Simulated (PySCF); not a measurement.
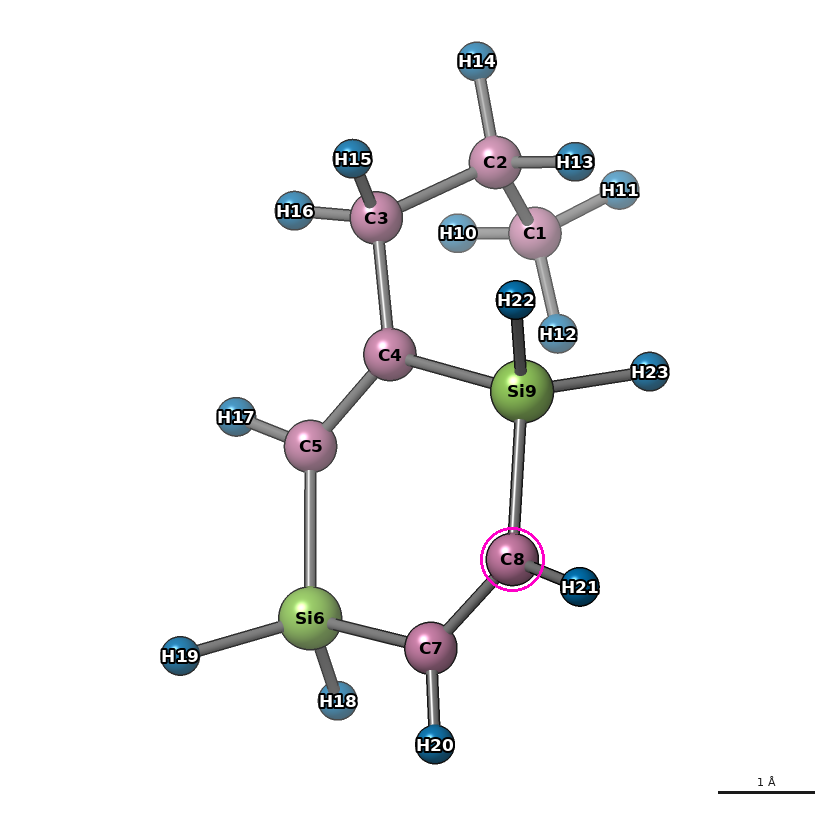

Orthographic view. Depth is shown by fading: the farther an atom, the more it takes the colour of the background. Computed geometry: PBE0-D3(BJ)/def2-SVP optimisation. No frequency run is at hand to confirm it as a minimum.

Which atoms are bonded to the circled atom?

The circled atom is C8; it is bonded to C7, Si9, H21.

What is the shortest path along bonds from the circled atom to H16?

C8–Si9–C4–C3–H16, 4 bonds; through space the two are 5.25 Å apart.

Of Si6 and C7, which is nearer the viewer?

C7; the bond to Si6 points away from the viewer, so it looks shorter than its 1.87 Å.
